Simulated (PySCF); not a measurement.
NMR shielding calculation, with input and output: C2H3F2O4S (charge −1)

System: C2H3F2O4S, charge −1, SMILES O=S(=O)([O-])COC(F)F.
Method: GIAO PBE0/pcSseg-1 NMR shielding, non-relativistic, gas phase (PySCF 2.14.0).

The geometry comes from this level: GFN2-xTB, MD frame at 425 fs, 300 K. It belongs to a series of runs on one base structure; here: MD frame at 425 fs, 300 K. Figures and captions count atoms from 1; the log counts them from 0 in places.

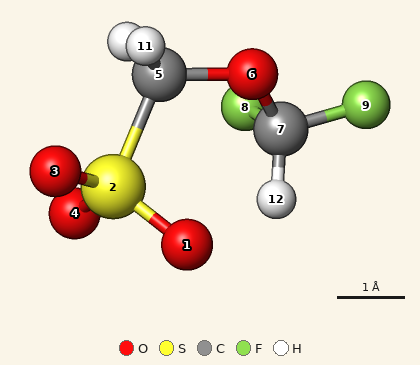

Fig. 1: The input geometry (ball-and-stick view, seen at a tilt; atoms are numbered from 1 in the order of the input). Bond lengths as drawn: C–F 1.36 to 1.38 Å, C–H 1.07 to 1.09 Å, C–O 1.31 to 1.43 Å, C–S 1.83 Å and O–S 1.43 to 1.45 Å.

### Summary

```json
{"quantity": "outcome", "value": "converged"}
{"quantity": "total energy", "value": "−975.996248 hartree"}
{"quantity": "HOMO", "value": "−2.51 eV"}
{"quantity": "LUMO", "value": "5.73 eV"}
{"quantity": "isotropic shielding, O", "value": "101.1 to 233.9 ppm"}
{"quantity": "isotropic shielding, S", "value": "207.9 ppm"}
{"quantity": "isotropic shielding, C", "value": "63.7 to 99.1 ppm"}
{"quantity": "isotropic shielding, F", "value": "265.7 to 272.7 ppm"}
{"quantity": "isotropic shielding, H", "value": "24.0 to 27.4 ppm"}
{"quantity": "hardware", "value": "1 CPU thread, shared host"}
{"quantity": "wall time", "value": "20 s"}
{"quantity": "peak memory", "value": "0.83 GiB"}
```

### Input file
```
{"job": {"kind": "nmr", "xc": "PBE0", "basis": "pcSseg-1", "pop": false}, "charge": -1, "multiplicity": 1}
O     -1.891100    -0.113400    -0.679600
S     -1.861100     0.310300     0.708700
O     -2.984800    -0.197100     1.464800
O     -1.554900     1.710500     0.776400
C     -0.533900    -0.659100     1.516100
O      0.452300    -1.135300     0.595500
C      0.889400    -0.312000    -0.318000
F      1.575300     0.731200     0.277400
F      1.967700    -0.915500    -0.890700
H     -0.014400    -0.015200     2.202200
H     -1.091300    -1.471500     1.984700
H      0.238000     0.078400    -1.066400
```

The first line tells a small driver script what to run in PySCF; the rest is the geometry in Å.

Launch command:
```bash
OMP_NUM_THREADS=1 python <driver script> task.json out
```

### The program's output
```
coarse grid: 12176 points
cycle   1  E = -975.4805970705  dE =  2.409e+00  |g| = 1.544e+00  |ddm| = 3.463e+00
cycle   2  E = -974.8195222355  dE =  6.611e-01  |g| = 2.489e+00  |ddm| = 2.801e+00
cycle   3  E = -975.8780613563  dE = -1.059e+00  |g| = 1.916e-01  |ddm| = 1.914e+00
cycle   4  E = -975.8847872834  dE = -6.726e-03  |g| = 8.333e-02  |ddm| = 2.168e-01
cycle   5  E = -975.8860126257  dE = -1.225e-03  |g| = 2.443e-02  |ddm| = 6.360e-02
cycle   6  E = -975.8861137318  dE = -1.011e-04  |g| = 6.868e-03  |ddm| = 2.208e-02
cycle   7  E = -975.8861211821  dE = -7.450e-06  |g| = 2.528e-03  |ddm| = 6.085e-03
final grid: 118320 points
cycle   8  E = -975.9962142979  dE = -3.307e-05  |g| = 1.368e-02  |ddm| = 2.247e-02
cycle   9  E = -975.9961770628  dE =  3.724e-05  |g| = 1.981e-02  |ddm| = 2.234e-02
cycle  10  E = -975.9962467575  dE = -6.969e-05  |g| = 2.090e-03  |ddm| = 1.364e-02
cycle  11  E = -975.9962475210  dE = -7.636e-07  |g| = 4.345e-04  |ddm| = 1.803e-03
cycle  12  E = -975.9962475477  dE = -2.668e-08  |g| = 2.049e-04  |ddm| = 4.214e-04
cycle  13  E = -975.9962475551  dE = -7.335e-09  |g| = 4.544e-05  |ddm| = 1.668e-04
cycle  14  E = -975.9962475554  dE = -3.229e-10  |g| = 1.415e-05  |ddm| = 3.705e-05
```

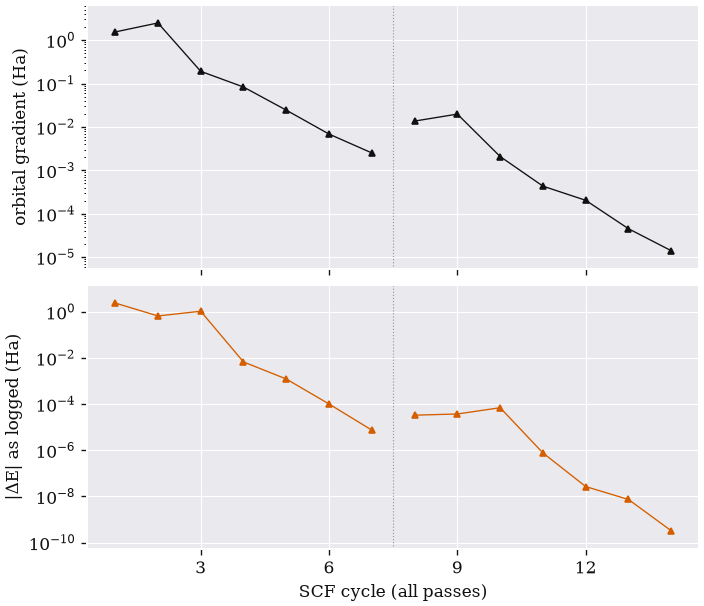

Fig. 2: Convergence of the self-consistent field: orbital gradient and size of the energy change against the SCF cycle. The dotted line marks the change from a coarse to the final integration grid. The first 7 cycles use a coarse grid, the final grid takes over at cycle 8, and the field converges after 14 cycles in all.

```
converged SCF energy = -975.9962475554

GIAO shielding tensors (ppm)
atom      isotropic    diamagn.    paramagn.     s11        s22        s33       span
  0 O      103.256     407.453    -304.196     74.571     95.012    140.185     65.614
  1 S      207.869    1050.389    -842.520     65.811    267.193    290.602    224.791
  2 O      101.058     398.877    -297.818     30.336    108.973    163.865    133.528
  3 O      108.074     404.474    -296.401     62.434    104.642    157.145     94.711
  4 C       99.110     253.197    -154.087     76.458     90.789    130.083     53.625
  5 O      233.854     398.153    -164.299    189.284    221.431    290.848    101.564
  6 C       63.749     240.375    -176.626     45.082     69.727     76.437     31.355
  7 F      265.678     477.719    -212.041    175.394    249.484    372.157    196.762
  8 F      272.701     473.694    -200.993    159.962    294.313    363.828    203.866
  9 H       27.390      32.038      -4.647     24.067     27.583     30.520      6.453
 10 H       26.831      30.868      -4.038     22.253     28.260     29.980      7.728
 11 H       23.999      30.647      -6.648     18.473     24.355     29.169     10.696
```

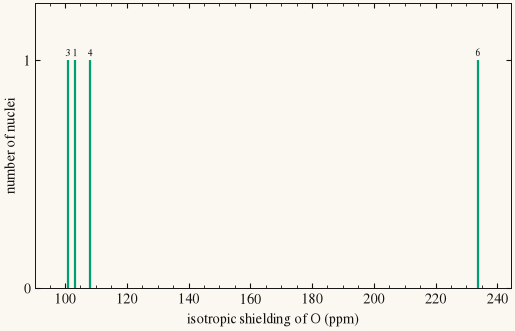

Fig. 3: Isotropic shieldings of the oxygen nuclei in this fixed geometry, labelled by atom number; shielding grows to the right, so chemical shift grows to the left. The least shielded is O3 (101.1 ppm), the most shielded O6 (233.9 ppm).
